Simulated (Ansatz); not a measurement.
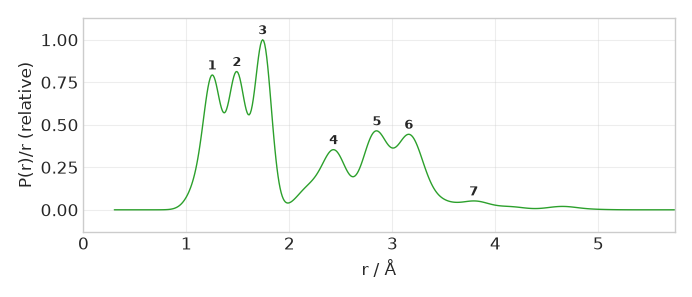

Simulated gas electron diffraction: radial distribution curve of C2H4NSi (charge -1, ignored in the scattering factors). Each pair of atoms contributes with weight ZᵢZⱼ/r; damping constant 0.002 Å²; vibrational amplitudes assumed, not computed: 0.05 Å for bonds, 0.078 Å for bonds to H, 0.06 + 0.015 r up to 0.15 Å for other pairs. The geometry is the end point of an optimisation (Ansatz, RKS PBE0-D4/cc-pVDZ); it may be a saddle point or a higher isomer. SMILES: [N-]=CC=[SiH2].

Q: Assign the numbered peaks of the radial distribution curve (– bonded, ··· not bonded).

A: Peak 1, 1.25 Å: C–H 1.11–1.16 Å (×2), N–C 1.25 Å, not resolved
Peak 2, 1.49 Å: C–C 1.49 Å, Si–H 1.49–1.51 Å (×2)
Peak 3, 1.74 Å: Si–C 1.74 Å
Peak 4, 2.43 Å: C···H 2.26 Å, N···C 2.43 Å, Si···H 2.46 Å, not resolved; in its flanks N···H 2.15 Å
Peak 5, 2.85 Å: C···H 2.78–2.96 Å (×2), Si···C 2.83 Å, not resolved
Peak 6, 3.16 Å: Si···N 3.16 Å, N···H 3.31–3.40 Å (×2), not resolved
Peak 7, 3.79 Å: Si···H 3.80 Å; in its flanks C···H 4.14 Å
